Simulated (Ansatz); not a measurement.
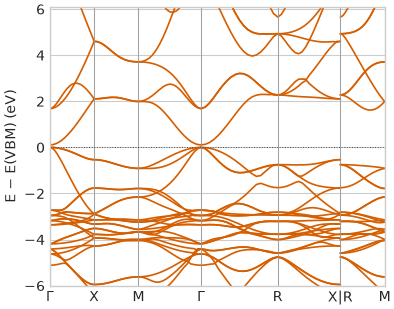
Figure. Band structure from the program Ansatz at the LDA level (PAW)

Task: Read off the gap and where the band edges lie.

Result: About 0.1 eV (0.11 eV by a search for the band edges); maximum at Γ, minimum at Γ.

The material is Ag₂O in space group Pn-3m (No. 224; Ag on 4c, O on 2a).

Symmetry was held in the LDA relaxation. At this level the phase is mechanically unstable. The run is not spin-polarised. Scalar-relativistic: spin–orbit coupling is off unless named, which matters more the heavier the elements.

Potentials: the later of the program's two PAW sets.
